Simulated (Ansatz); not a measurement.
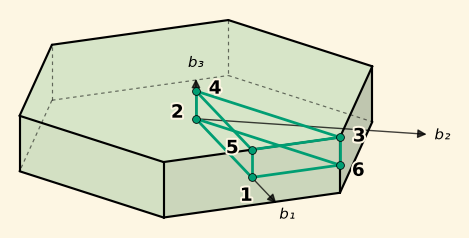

For BeAl2Cl3, coordinates from a relaxation with DFT PBE, scalar-relativistic, plane waves, PAW in Ansatz 0.2.0; the starting structure was generated, so it need not be a known form of this composition: the first Brillouin zone of a primitive hexagonal lattice (hP; extended symbol hP2) is drawn with its special points numbered. The drawing is computed from the coordinates (standard cell, symmetry found to 0.002 Å).

a = 3.198 Å, b = 3.198 Å, c = 14.995 Å, α = 90.00°, β = 90.00°, γ = 120.00°.

Labels and path follow the convention of Hinuma et al. (2017), as computed by seekpath; the arrows show the directions of the reciprocal primitive vectors b₁, b₂, b₃, in which coordinates are given.

Question: Which special point is each number?

Answer:
| no. | label | coordinates |
| --- | --- | --- |
| 1 | M | (1/2, 0, 0) |
| 2 | Γ | (0, 0, 0) |
| 3 | H | (1/3, 1/3, 1/2) |
| 4 | A | (0, 0, 1/2) |
| 5 | L | (1/2, 0, 1/2) |
| 6 | K | (1/3, 1/3, 0) |
